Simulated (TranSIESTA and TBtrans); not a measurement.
System: Al point contact of 4 atoms in a row between two rods. Leads: fcc Al rod along [100], layers of 5 and 4 atoms, a = 4.04 Å. Geometry: as built, not relaxed. Transport runs along z; the first 18 and the last 18 of the 71 atoms are the lead cells, repeated to infinity.

```xyz
71
Lattice="14.213 0.000 0.000 0.000 14.213 0.000 0.000 0.000 40.205" Properties=species:S:1:pos:R:3 pbc="F F T"
Al     7.107     7.107     0.000
Al     9.963     7.107     0.000
Al     7.107     9.963     0.000
Al     4.250     7.107     0.000
Al     7.107     4.250     0.000
Al     8.535     8.535     2.020
Al     5.678     8.535     2.020
Al     8.535     5.678     2.020
Al     5.678     5.678     2.020
Al     7.107     7.107     4.040
Al     9.963     7.107     4.040
Al     7.107     9.963     4.040
Al     4.250     7.107     4.040
Al     7.107     4.250     4.040
Al     8.535     8.535     6.060
Al     5.678     8.535     6.060
Al     8.535     5.678     6.060
Al     5.678     5.678     6.060
Al     7.107     7.107     8.080
Al     9.963     7.107     8.080
Al     7.107     9.963     8.080
Al     4.250     7.107     8.080
Al     7.107     4.250     8.080
Al     8.535     8.535    10.100
Al     5.678     8.535    10.100
Al     8.535     5.678    10.100
Al     5.678     5.678    10.100
Al     7.107     7.107    12.120
Al     9.963     7.107    12.120
Al     7.107     9.963    12.120
Al     4.250     7.107    12.120
Al     7.107     4.250    12.120
Al     8.535     8.535    14.140
Al     5.678     8.535    14.140
Al     8.535     5.678    14.140
Al     5.678     5.678    14.140
Al     7.107     7.107    16.160
Al     7.107     7.107    18.788
Al     7.107     7.107    21.416
Al     7.107     7.107    24.045
Al     8.535     8.535    26.065
Al     5.678     8.535    26.065
Al     8.535     5.678    26.065
Al     5.678     5.678    26.065
Al     7.107     7.107    28.085
Al     9.963     7.107    28.085
Al     7.107     9.963    28.085
Al     4.250     7.107    28.085
Al     7.107     4.250    28.085
Al     8.535     8.535    30.105
Al     5.678     8.535    30.105
Al     8.535     5.678    30.105
Al     5.678     5.678    30.105
Al     7.107     7.107    32.125
Al     9.963     7.107    32.125
Al     7.107     9.963    32.125
Al     4.250     7.107    32.125
Al     7.107     4.250    32.125
Al     8.535     8.535    34.145
Al     5.678     8.535    34.145
Al     8.535     5.678    34.145
Al     5.678     5.678    34.145
Al     7.107     7.107    36.165
Al     9.963     7.107    36.165
Al     7.107     9.963    36.165
Al     4.250     7.107    36.165
Al     7.107     4.250    36.165
Al     8.535     8.535    38.185
Al     5.678     8.535    38.185
Al     8.535     5.678    38.185
Al     5.678     5.678    38.185
```

Computed with TranSIESTA and TBtrans, PBE, SZP numerical orbitals (energy shift 0.15 eV), PseudoDojo norm-conserving scalar-relativistic potentials, mesh cutoff 150 Ry, 300 K, no spin polarisation, no spin-orbit coupling; self-consistent non-equilibrium Green functions.

Energies count from the leads' Fermi level. Transmissions are for one spin of a degenerate pair. The energy step is 0.02 eV; narrower resonances are cut or missed.

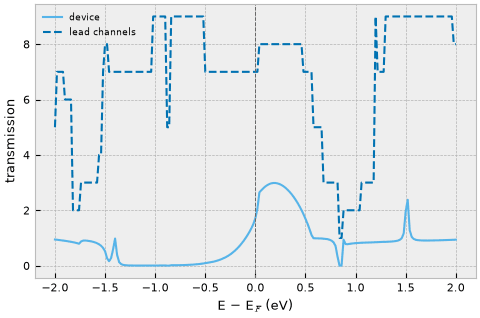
Figure. Transmission against energy

```tsv
E (eV)	T	lead channels
-2.00	0.95	5
-1.80	0.83	2
-1.60	0.84	3
-1.40	0.98	7
-1.20	0.0028	7
-1.00	0.0037	9
-0.80	0.013	9
-0.60	0.044	9
-0.40	0.16	7
-0.20	0.55	7
0.00	1.71	7
0.20	2.99	8
0.40	2.39	8
0.60	0.99	5
0.80	0.71	3
1.00	0.81	2
1.20	0.84	band edge
1.40	0.89	9
1.60	0.94	9
1.80	0.91	9
2.00	0.94	8
```

The leads' channel count changes near 0.03 eV, within the thermal window, so values at the Fermi level hang on where that band edge falls.
